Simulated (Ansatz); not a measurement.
# Si on Al(111): change of the work function, part 5 of 5

How does Si on the fcc site change the work function of Al(111) as the layer fills?

Ansatz 0.2.0; plane-wave DFT, PBEsol, Ansatz PAW (the session's first sound run).

So far, work function, upper face (eV): step 2 (the clean slab, PBEsol) 4.07; step 7 (the covered slab, k-mesh 12×12×1, coverage 1 ML, PBEsol) 4.66; step 9 (the 0.25 ML cell at another level of theory, functional PBE) 4.74; step 10 (the 0.25 ML cell at another level of theory, functional RPBE) 4.69; step 11 (the 0.25 ML cell at another level of theory, functional LDA) 4.88.

## (12) Side by side

Times are for 4 threads of Arm Neoverse V2, shared host. Results by setting:

```csv
no.,functional,"work function, upper face (eV)",dipole along the normal (e·Å),time,memory (GiB)
1,pbe,4.736,-0.1350,8.6 s,1.1
2,rpbe,4.690,-0.1395,8.8 s,1.1
3,lda,4.876,-0.1303,8.5 s,1.1
```

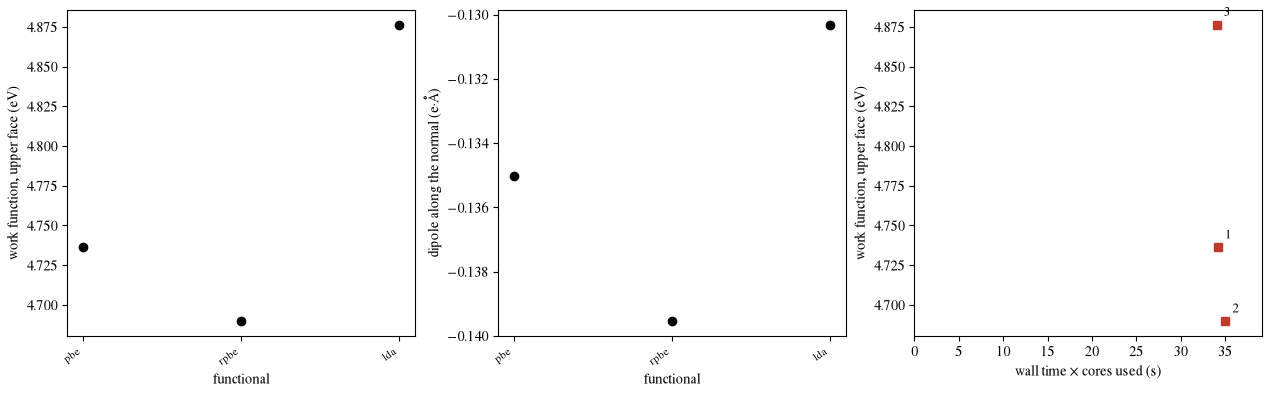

The series as plots; the last panel sets the first result against cost, with the runs numbered as in the table.

## (13) Varying the input

This step: plane-wave DFT, PBEsol, Ansatz PAW (Ansatz 0.2.0).

System of this step: Si/Al(111). The cell holds 5 atoms: 4 Al and 1 Si. Cell: a = 2.864 Å, b = 2.864 Å, c = 26.690 Å, α = 90.0°, β = 90.0°, γ = 60.0°. Vacuum lies along c.

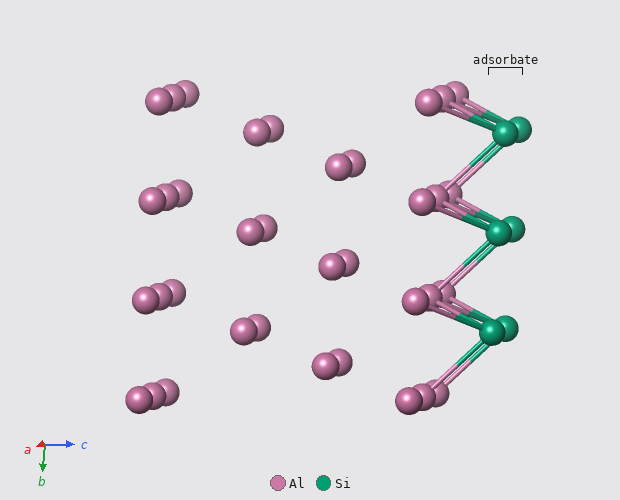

The cell of this step (aluminium pink, silicon teal). Bonds to atoms that aren't drawn are left out. 2×3×1 cells are drawn. Some periodic images of atoms are drawn too.

A run with a changed input: it repeats the earlier run at 1 ML with crystal.symmetry to detect: false and scf.algorithm to density_mixing.

Input file input.yaml:

```yaml
crystal:
  lattice:
    - [2.8637824638, 0.0, 0.0]
    - [1.4318912319, 2.4801083646, 0.0]
    - [0.0, 0.0, 26.6895920757]
  atoms:
    - { symbol: Al, position: [0.0, 0.0, 0.3372100995] }
    - { symbol: Al, position: [0.3333333333, 0.3333333333, 0.4248198533] }
    - { symbol: Al, position: [0.6666666667, 0.6666666667, 0.5094791123] }
    - { symbol: Al, position: [0.0, 0.0, 0.5957618588] }
    - { symbol: Si, position: [0.3333333333, 0.3333333333, 0.6627899005] }
  symmetry: { detect: false }
kpoints:
  mp_grid: { grid: [12, 12, 1] }
hamiltonian:
  xc: pbesol
scf:
  occupations: { method: fermi_dirac, width: 0.1 }
  convergence: { dr2_threshold: 1.0e-08 }
  algorithm: density_mixing
efield:
  axis: 3
  dipole_correction: true
  ramp_position: 0.97
  ramp_width: 0.06
relax:
  f_tol: 0.02
  max_steps: 60
  constraints: [{ sites: [0, 1] }]
output:
  bader: true
  write_potential: true
  write_density: true
  volumetric_format: npy
```

Run with:

```console
ansatz run input.yaml --threads 4 --pin off --max-ram 6144MiB --backend cpu --events-out ev --progress --plain --runs-dir out
```

Numbers of over 12 decimals in the logs are rounded to 6 here.

Output:

```text
the start keeps a symmetry that the run doesn't impose, so 3 atoms are moved at random by 1.00e-2 Å, to let the relaxation leave a saddle point. relax.escape_saddle: false keeps them in place
[...]
Crystal: 5 atoms, lattice volume = 189.563 Å³
Basis set: ecut = 420 eV, 3713 PW (Γ), exchange–correlation on 40×40×360 points (8 copies of the dense FFT grid, shifted against one another)
Bands: 13, of which v1, the nominal top of the filled ones, is band 8 counted from 1 (7 counted from 0)
Symmetry: 1 space group operations
k-points: 74 of 144 (time reversal used)
[...]
SCF iter   1: F=—  HF=-2718.199758 eV  |F-HF|=—  |Δ(HF+E_count)|=         —  Δρ=2.41e-3  dr2=5.06e-1  ethr=1.77e-3  p=-0.042 e·Å  D=-3.98e-2 V/Å  ΔV_dip=1.06 eV  dr2_dipole=2.47e-1  V_vac-E_F(+/−)=5.00/3.93 eV  ⟨swp⟩=8.4  Hψ=8132  notcnv=0
[...]
SCF iter   7: F=-2718.189109 eV  HF=-2718.189109 eV  |F-HF|=1.08e-8  |Δ(HF+E_count)|=   1.24e-8  Δρ=9.72e-7  dr2=4.26e-9  ethr=6.25e-11  p=-0.024 e·Å  D=-2.29e-2 V/Å  ΔV_dip=0.61 eV  dr2_dipole=4.17e-10  V_vac-E_F(+/−)=4.78/4.17 eV  ⟨swp⟩=10.6  Hψ=7081  notcnv=0
SCF 1 converged in 7 iterations: F = -2718.189109 eV  dr2 = 4.26e-9
[...]
relax step   1: F+E_penalty+E_count = -2718.18910915 eV  Δ(F+E_penalty+E_count) = +0.000e0 eV  max|allowed force component| = 2.028e0 eV/Å  Δτ_max = 0.0000 Å  (7 SCF iters, accepted)
[...]
SCF iter   7: F=-2718.403358 eV  HF=-2718.403358 eV  |F-HF|=1.81e-8  |Δ(HF+E_count)|=   8.02e-8  Δρ=1.23e-6  dr2=4.61e-9  ethr=6.25e-11  p=-0.022 e·Å  D=-2.06e-2 V/Å  ΔV_dip=0.55 eV  dr2_dipole=9.44e-14  V_vac-E_F(+/−)=4.72/4.17 eV  ⟨swp⟩=9.1  Hψ=7848  notcnv=0
SCF 2 converged in 7 iterations: F = -2718.403358 eV  dr2 = 4.61e-9
[...]
relax step   2: F+E_penalty+E_count = -2718.40335818 eV  Δ(F+E_penalty+E_count) = -2.142e-1 eV  max|allowed force component| = 9.493e-1 eV/Å  Δτ_max = 0.1461 Å  (7 SCF iters, accepted)
SCF iter   1: F=—  HF=-2718.524431 eV  |F-HF|=—  |Δ(HF+E_count)|=         —  Δρ=3.88e-3  dr2=5.37e-1  ethr=3.10e-3  p=-0.022 e·Å  D=-2.06e-2 V/Å  ΔV_dip=0.55 eV  dr2_dipole=1.77e-1  V_vac-E_F(+/−)=4.65/4.10 eV  ⟨swp⟩=4.4  Hψ=4554  notcnv=0  defer=6
[...]
SCF iter   8: F=-2718.494512 eV  HF=-2718.494512 eV  |F-HF|=1.20e-9  |Δ(HF+E_count)|=   2.56e-8  Δρ=2.40e-7  dr2=2.05e-10  ethr=6.25e-11  p=-0.019 e·Å  D=-1.78e-2 V/Å  ΔV_dip=0.47 eV  dr2_dipole=2.29e-11  V_vac-E_F(+/−)=4.67/4.20 eV  ⟨swp⟩=9.4  Hψ=6442  notcnv=0
SCF 3 converged in 8 iterations: F = -2718.494512 eV  dr2 = 2.05e-10
[...]
relax step   3: F+E_penalty+E_count = -2718.49451234 eV  Δ(F+E_penalty+E_count) = -9.115e-2 eV  max|allowed force component| = 1.106e-1 eV/Å  Δτ_max = 0.2000 Å  (8 SCF iters, accepted)
[...]
relax step   4: F+E_penalty+E_count = -2718.49654758 eV  Δ(F+E_penalty+E_count) = -2.035e-3 eV  max|allowed force component| = 8.643e-2 eV/Å  Δτ_max = 0.0999 Å  (7 SCF iters, accepted)
SCF iter   1: F=—  HF=-2718.498391 eV  |F-HF|=—  |Δ(HF+E_count)|=         —  Δρ=7.19e-4  dr2=9.94e-3  ethr=2.34e-4  p=-0.018 e·Å  D=-1.72e-2 V/Å  ΔV_dip=0.46 eV  dr2_dipole=2.28e-3  V_vac-E_F(+/−)=4.67/4.21 eV  ⟨swp⟩=2.3  Hψ=3136  notcnv=0  defer=10
[...]
SCF iter   7: F=-2718.497533 eV  HF=-2718.497533 eV  |F-HF|=1.75e-9  |Δ(HF+E_count)|=   2.32e-8  Δρ=2.61e-7  dr2=3.72e-10  ethr=6.25e-11  p=-0.018 e·Å  D=-1.73e-2 V/Å  ΔV_dip=0.46 eV  dr2_dipole=2.17e-11  V_vac-E_F(+/−)=4.66/4.20 eV  ⟨swp⟩=9.0  Hψ=5946  notcnv=0
SCF 5 converged in 7 iterations: F = -2718.497533 eV  dr2 = 3.72e-10
relax step   5: F+E_penalty+E_count = -2718.49753309 eV  Δ(F+E_penalty+E_count) = -9.855e-4 eV  max|allowed force component| = 1.243e-2 eV/Å  Δτ_max = 0.0299 Å  (7 SCF iters, accepted)
[...]
WARN: the relaxation ended near the 6 symmetry operations of its rattled start. A stable structure does so, and so can a saddle point along a move or strain that wasn't checked. `relax.random_displacement` or `relax.escape_saddle: true` tries the moves, and a distorted `crystal.lattice` a strain
SCF converged after 7 iterations
Free energy (F): -2718.497533 eV
[...]
Internal energy: -2718.415539 eV  (E = F + TS)
E sigma→0 (E₀):  -2718.456536 eV
Entropy (-TS):   -0.081994 eV (-16.399 meV/atom)
Fermi energy:    1.040745 eV
Dipole field:    D = -0.017328 V/Å  (p = -0.018152 e·Å, saw-weighted, corrected)
Work function:   Φ+ = 4.6632 eV   Φ− = 4.2007 eV
[...]
--- Forces (eV/Å), atoms counted from 1 ---
  atom   1  Al     0.00002448    -0.00001171     0.01585258
  atom   2  Al     0.00014806    -0.00007292    -0.02366631
  atom   3  Al    -0.00012957     0.00005586     0.01242854
  atom   4  Al     0.00053396    -0.00024552    -0.00346004
  atom   5  Si    -0.00057694     0.00027429    -0.00115332
  max |Σ_I F_I| component: 1.45e-6 eV/Å
--- Band table (eV; the first three rows and the last of 74) ---
  k-point 0: bands = [... 4 lower, -4.7810, -2.7264, -0.1736, 2.3874, 4.4099, 5.3258, 5.6135, 6.8138, ... 1 higher]
  k-point 1: bands = [... 4 lower, -4.6188, -2.5718, -0.0195, 2.5384, 4.5639, 5.4866, 5.7769, 6.9519, ... 1 higher]
  k-point 2: bands = [... 4 lower, -4.1343, -2.1093, 0.4368, 2.9689, 4.7038, 5.1586, 5.9392, 6.2185, ... 1 higher]
  k-point 73: bands = [... 4 lower, -2.7225, -2.5346, -1.3413, -0.7237, 0.7707, 1.2814, 2.5847, 3.2468, ... 1 higher]
--- Relaxed structure (5 steps of the walk, 5 accepted, 0 SCFs on fresh bases) ---
  F+E_penalty+E_count = -2718.49753309 eV   max|allowed force component| = 1.243e-2 eV/Å
  atoms:
    - { symbol: Al, position: [0.0, 0.0, 0.337210] }
    - { symbol: Al, position: [0.333333, 0.333333, 0.424820] }
    - { symbol: Al, position: [0.666847, 0.666588, 0.511114] }
    - { symbol: Al, position: [0.000172012, -7.977120826043761e-5, 0.597741] }
    - { symbol: Si, position: [0.333953, 0.333061, 0.678808] }
--- Bader charges: 5 sites ---
  site symbol  charge [e]  shift [e]
     0     Al      0.0082     0.0000
     1     Al      0.0006     0.0000
     2     Al     -0.0157     0.0000
     3     Al      0.4777     0.0012
     4     Si     -0.4708     0.0012
  estimated error of the sums over rays = 2.7e-4 e
```

It took 28 s on 4 threads of Arm Neoverse V2, shared host; peak memory 0.59 GiB; 1.9 min of CPU time.

Step by step:

```csv
step,energy less that of the first step (eV),largest force component (eV/Å)
1,0.0000,2.0276
2,-0.2142,0.9493
3,-0.3054,0.1106
4,-0.3074,0.0864
5,-0.3084,0.0124
```

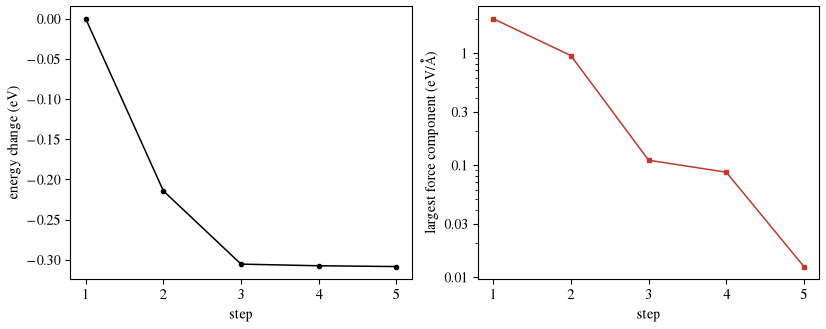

Energy and largest force along the relaxation.

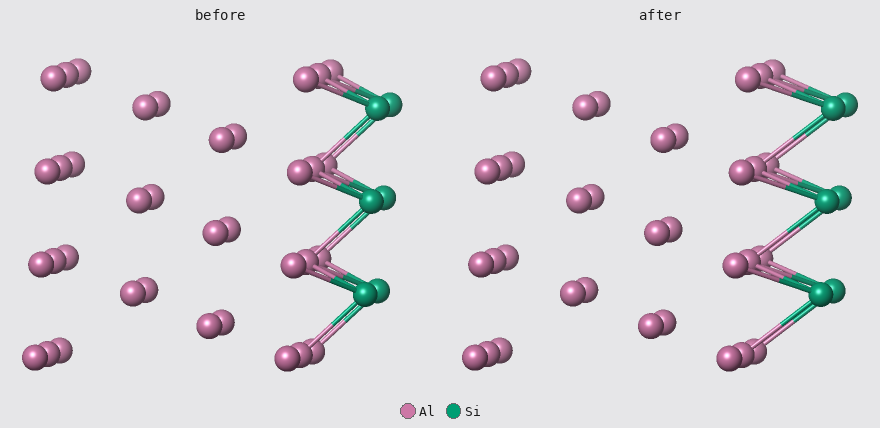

The structure before and after the relaxation, drawn at the same scale. Bonds to atoms that aren't drawn are left out.

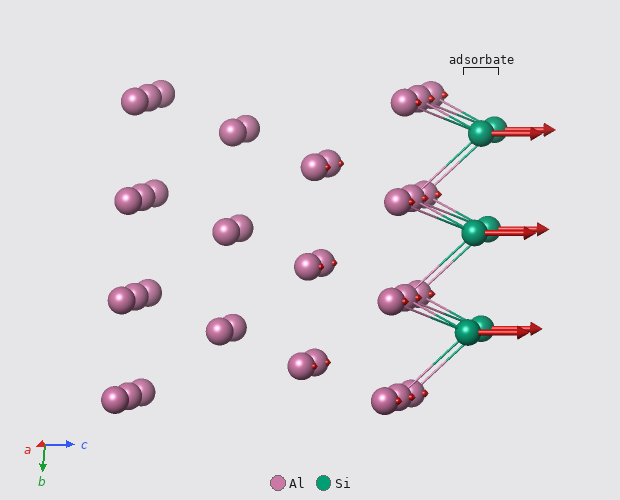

Displacements in the relaxation, exaggerated; the longest in the cell stands for 0.43 Å. Bonds to atoms that aren't drawn are left out. 2×3×1 cells are drawn. Some periodic images of atoms are drawn too.

The atoms that moved most (Å):

```csv
atom,dx,dy,dz,length
Si5,0.001,-0.001,0.428,0.428
Al4,0.000,0.000,0.053,0.053
Al3,0.000,0.000,0.044,0.044
```

Final coordinates:

```cif
data_structure
_symmetry_space_group_name_H-M 'P 1'
_symmetry_Int_Tables_number 1
_cell_length_a 2.8638
_cell_length_b 2.8638
_cell_length_c 26.6896
_cell_angle_alpha 90.000
_cell_angle_beta 90.000
_cell_angle_gamma 60.000
_cell_volume 189.56
loop_
_atom_site_label
_atom_site_type_symbol
_atom_site_fract_x
_atom_site_fract_y
_atom_site_fract_z
_atom_site_occupancy
Al1 Al 0.00000 0.00000 0.33721 1
Al2 Al 0.33333 0.33333 0.42482 1
Al3 Al 0.66685 0.66659 0.51111 1
Al4 Al 0.00017 0.99992 0.59774 1
Si5 Si 0.33395 0.33306 0.67881 1
```

Numbers from this step:

```
energy at zero smearing        : -2718.4565 eV
work function, upper face      : 4.663 eV
work function, lower face      : 4.201 eV
dipole along the normal        : -0.01815 e·Å
step between the vacuum levels : 0.4625 eV
```

```csv
quantity,this run,earlier run,difference
"work function, upper face (eV)",4.663,4.664,-0.0011
"work function, lower face (eV)",4.201,4.201,-1.9e-5
dipole along the normal (e·Å),-0.01815,-0.01819,4.0e-5
```

Nothing in the table moves by 0.01 in its unit (for the dipole 0.5 % and 5e-5 e·Å). The run took 36 SCF cycles against 35.

From the first step to the last the energy fell by 0.308 eV, and the largest move was 0.43 Å (Si5).

## (14) The same run with other settings

System of this step: Al(111). The cell holds 4 atoms: 4 Al. Cell: a = 2.864 Å, b = 2.864 Å, c = 25.015 Å, α = 90.0°, β = 90.0°, γ = 60.0°. Vacuum lies along c.

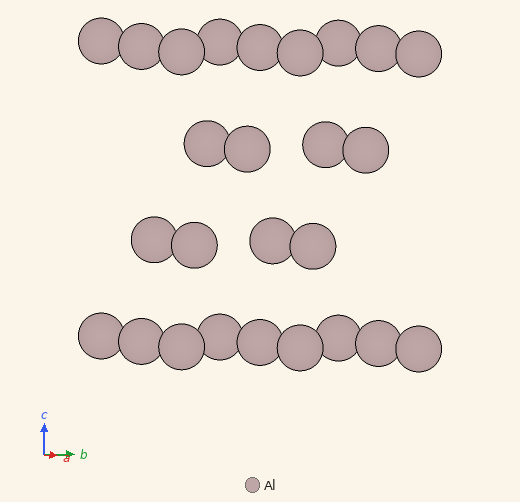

The cell of this step (aluminium light grey). 2×2×1 cells are drawn. Some periodic images of atoms are drawn too.

An input spoilt on purpose, to show how the run answers: it repeats the earlier run at 0 ML with efield.axis from 3 to 2, and scf.max_iter set to 75.

Input file input.yaml:

```yaml
crystal:
  lattice:
    - [2.8637824638, 0.0, 0.0]
    - [1.4318912319, 2.4801083646, 0.0]
    - [0.0, 0.0, 25.0148057707]
  atoms:
    - { symbol: Al, position: [0.0, 0.0, 0.3597869231] }
    - { symbol: Al, position: [0.3333333333, 0.3333333333, 0.4532623077] }
    - { symbol: Al, position: [0.6666666667, 0.6666666667, 0.5467376923] }
    - { symbol: Al, position: [0.0, 0.0, 0.6402130769] }
kpoints:
  mp_grid: { grid: [12, 12, 1] }
hamiltonian:
  xc: pbesol
scf:
  occupations: { method: fermi_dirac, width: 0.1 }
  convergence: { dr2_threshold: 1.0e-08 }
  max_iter: 75
efield:
  axis: 2
  dipole_correction: true
  ramp_position: 0.97
  ramp_width: 0.06
relax:
  f_tol: 0.02
  max_steps: 60
  constraints: [{ sites: [0, 1] }]
output:
  write_potential: true
  write_density: true
  volumetric_format: npy
```

Output:

```text
The last accepted step is kept in <dir> (removed where the run ends without a failure and the disk answers)
Engine: ansatz 0.2.0, aarch64-unknown-linux-gnu
Pseudopotentials: kind: paw
Pseudopotential: Al, paw, valence charge 3, recommended cutoff 420 eV (normal), Al.paw.azcp
Functional definition: PBEsol
  exchange = pbesol_x
  correlation = pbesol_c
Crystal: 4 atoms, lattice volume = 177.667 Å³
Basis set: ecut = 420 eV, 3467 PW (Γ), exchange–correlation on 40×40×360 points (8 copies of the dense FFT grid, shifted against one another)
Bands: 10, of which v1, the nominal top of the filled ones, is band 6 counted from 1 (5 counted from 0)
Symmetry: 2 space group operations
k-points: 43 of 144 (time reversal used)
Non-local potential: Al, projectors of the file, l = 0: 2, l = 1: 2, l = 2: 1
PAW form: soft (Blöchl's): semilocal exchange-correlation on the pseudo side does not see the compensation charge
PAW frozen core: Al, regenerated for the run's functional, and the local potential with it (the file was generated under x = pbe(κ = 0.804, μ = 0.219515), c = pbe(β = 0.066725))
PAW one-centre angular grid: Al, 110 points (default); XC on 64 Gauss nodes
Initial density: superposition of atomic densities (neutral atoms: chi_scale 0, normalization atom), corrected by the library's trained network
Initial wavefunctions: pseudopotential atomic-orbital guess
Functional: x = pbesol(κ = 0.804, μ = 0.123457), c = pbesol(β = 0.046)
Error: efield: ion 0 (Al) at fractional coordinate 0.0000 along the field axis lies inside the sawtooth ramp with 2 of the planes that the density is read on at each end, [0.8700, 0.1300] — the ramp must sit in vacuum (an ion there feels the fictitious reversed slope); set or move the ramp (efield.ramp_position / ramp_width) or move the geometry
```

Run time: 0.16 s. Hardware: 4 threads; peak memory 0.29 GiB.

The input was rejected at the start.

The program's message: “Error: efield: ion 0 (Al) at fractional coordinate 0.0000 along the field axis lies inside the sawtooth ramp with 2 of the planes that the density is read on at each end, [0.8700, 0.1300] — the ramp m …”

The fault put into the input: the field along an axis without vacuum.

## (15) Results

```json
{"work function of the clean face": "4.07 eV", "work function at 0.062 ML": "4.31 eV", "work function at 0.11 ML": "4.50 eV", "work function at 0.25 ML": "4.76 eV", "work function at 0.5 ML": "4.81 eV", "work function at 1 ML": "4.66 eV", "dipole per adsorbate at 0.062 ML, positive end outwards": "-0.79 D"}
```

In words: Si raises the work function of Al(111) at the lowest coverage, by 0.24 eV: the adsorbate layer has its negative end outwards. The dipole per adsorbate falls from 0.79 to 0.09 D as the layer fills. Neighbouring dipoles depolarise each other, and heights and bonding change with coverage too. The slab has 4 layers, at the tabulated experimental lattice constant, one starting site was run, and quantum-size effects of a slab this thin can reach one or two tenths of an eV.

[Logs are printed without paths, hosts, clocks, repeated set-up lines and the standing remarks that a program may print on its own settings, such as how far it seeks lower states.]

[Hosts, paths, dates, database ids (printed as entryN), source tags and the programs' standing remarks are cut or masked in the printed files.]

[Maps of the electrostatic potential energy from Ansatz leave out the sawtooth potential of an applied field or a dipole correction, so their vacuum need not be flat; planar profiles and work functions include it.]
